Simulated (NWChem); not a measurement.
**C2H2FN (fluoroacetonitrile): levels of theory compared**

Wanted: a comparison of 4 runs (HF/6-31G*, HF/cc-pVDZ, HF/jun-cc-pV(D+d)Z, HF/aug-cc-pVDZ) of C2H2FN (fluoroacetonitrile). 

The results are computed with NWChem 7.3.0.

5 further runs of the same task are left out: 5 set aside as unsound or not needed.

## Step 1: The structure to begin with

C2H2FN: 6 atoms, total charge 0, spin state singlet. As SMILES, `N#CCF`. The coordinates come from a PBE0-D4/def2-TZVP relaxation.

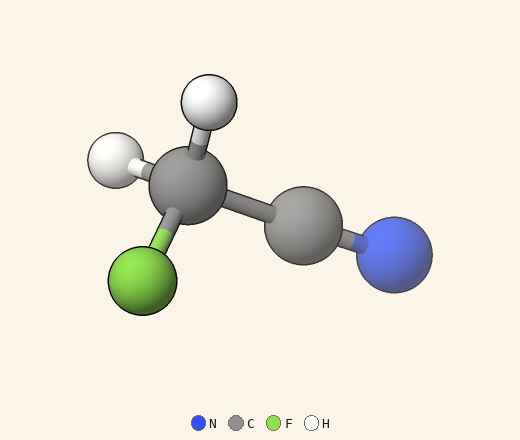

Viewed from a chosen angle; nitrogen blue, carbon grey, fluorine green, hydrogen white.

## Step 2: Magnetic shielding at HF/6-31G(d) (spherical functions) (run 1)

Input file mymol.nw:

```
start mymol
title "C2H2FN nmr"
memory 2200 mb

geometry units angstrom noautosym nocenter noautoz
  N     -1.529900    -1.437900     0.378100
  C     -0.705300    -0.665400     0.173900
  C      0.326600     0.340600    -0.065100
  F      1.299700    -0.150000    -0.893200
  H      0.778700     0.627700     0.888400
  H     -0.127700     1.220900    -0.528300
end

basis spherical bse
  * library 6-31G*
end

scf
  thresh 0.01
  maxiter 80
  print low
end

property
  shielding
end

task scf property
```

Run with:

```console
$ nwchem mymol.nw > mymol.out
```

The log of the run:

```text
[...]
  functions       =    60
[...]
  wavefunction    = RHF
[...]
         Total SCF energy =   -230.757753363641
      One-electron energy =   -514.910215985406
      Two-electron energy =    183.934497233395
 Nuclear repulsion energy =    100.217965388371
        Time for solution =      2.7s
[...]
           isotropic =     -22.8133
[...]
           isotropic =      90.9370
[...]
           isotropic =     141.2384
[...]
           isotropic =     463.9912
[...]
           isotropic =      27.9759
[...]
           isotropic =      27.9770
[...]
```

It took 17 s on 1 thread of Intel Xeon Platinum 8488C (Sapphire Rapids), shared host; peak memory 0.11 GiB.

## Step 3: The polarisability at HF/cc-pVDZ (run 2)

Input file c2h2fn.nw:

```
start c2h2fn
title "C2H2FN"
memory total 2200 mb
geometry units angstroms noautosym nocenter noautoz
 N       -1.529900      -1.437900       0.378100
 C       -0.705300      -0.665400       0.173900
 C        0.326600       0.340600      -0.065100
 F        1.299700      -0.150000      -0.893200
 H        0.778700       0.627700       0.888400
 H       -0.127700       1.220900      -0.528300
end
basis spherical bse
 * library cc-pVDZ
end
scf
 thresh 1e-08
 maxiter 80
 noprint "final vectors analysis"
end
property
 response 1 0
end
task scf property
```

Run with:

```console
$ nwchem c2h2fn.nw > c2h2fn.out
```

The log of the run:

```text
[...]
  functions       =    66
[...]
  wavefunction    = RHF
[...]
         Total SCF energy =   -230.777185565335
      One-electron energy =   -514.882759755058
      Two-electron energy =    183.887608801352
 Nuclear repulsion energy =    100.217965388371
        Time for solution =     10.5s
[...]
 Anisotropic =      14.4218594
[...]
```

It took 22 s on 1 thread of Intel Xeon Platinum 8488C (Sapphire Rapids), shared host; peak memory 0.1 GiB.

Run 3 isn't shown in full; the table further down has it.

## Step 4: The polarisability at HF/aug-cc-pVDZ (run 4)

Input file c2h2fn.nw:

```
start c2h2fn
title "C2H2FN hf"
memory total 2200 mb
geometry noautosym nocenter noautoz
  N     -1.529900    -1.437900     0.378100
  C     -0.705300    -0.665400     0.173900
  C      0.326600     0.340600    -0.065100
  F      1.299700    -0.150000    -0.893200
  H      0.778700     0.627700     0.888400
  H     -0.127700     1.220900    -0.528300
end
basis spherical bse
  * library aug-cc-pVDZ
end
scf
  singlet
  rhf
  thresh 1e-08
  maxiter 80
  noprint "final vectors analysis"
end
property
  response 1 0
end
task scf property
```

Run with:

```console
$ nwchem c2h2fn.nw > c2h2fn.out
```

The log of the run:

```text
[...]
  functions       =   110
[...]
  wavefunction    = RHF
[...]
         Total SCF energy =   -230.792996443685
      One-electron energy =   -514.684980210629
      Two-electron energy =    183.674018378573
 Nuclear repulsion energy =    100.217965388371
        Time for solution =     40.5s
[...]
 Anisotropic =      13.8588176
[...]
```

Run time: 87 s. Hardware: 1 thread of Intel Xeon Platinum 8488C (Sapphire Rapids), shared host; peak memory 0.11 GiB.

## Step 5: The series

```tsv
run	level	SCF convergence threshold	task	energy (Eh)	wall time
1	HF/6-31G* (spherical functions)	0.01	nmr	-230.757753	17 s
2	HF/cc-pVDZ	1e-08	polarizability	-230.777186	22 s
3	HF/jun-cc-pV(D+d)Z	1e-08	polarizability	-230.786642	39 s
4	HF/aug-cc-pVDZ	1e-08	polarizability	-230.792996	87 s
```

## Step 6: Summary of results

```
                         quantity          value
              run 4: total energy  -230.79300 Eh
             run 4: dipole moment         3.50 D
run 4: mean static polarisability     28.2 bohr³
```

What this shows: Over runs 2, 3, 4 the dipole moment (its size) runs from 3.37 D (HF/cc-pVDZ) to 3.51 D (HF/jun-cc-pV(D+d)Z). All runs together took 2.7 min, the longest 87 s.
